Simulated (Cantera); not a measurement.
Charge: 1 mol BCl3, a varied amount of NH3, equilibrated at 1250 °C and 610 Pa.

Cantera equilibrium calculation (NASA polynomials, part measured and part estimated; ideal gas, pure solids and liquids). Candidate condensed phases: B, BN, NH4Cl; 21 gas species. The tables' values for BCl2, BCl are old estimates; treat these amounts as uncertain. Gases not in the tables: BHCl2. Equilibrium is a limit: real reactors are often held back by kinetics, nucleation or transport.

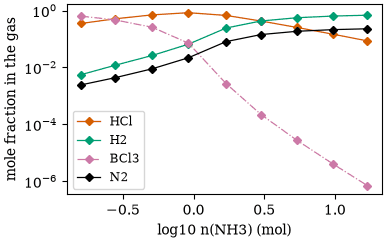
Figure: Equilibrium gas composition (values under 1e-9 drawn at 1e-9)

**Question.** Read off the mole fractions at 0.28 mol NH3.

**Answer.** HCl about 0.51, BCl3 about 0.47, H2 about 0.012, N2 about 0.0044.
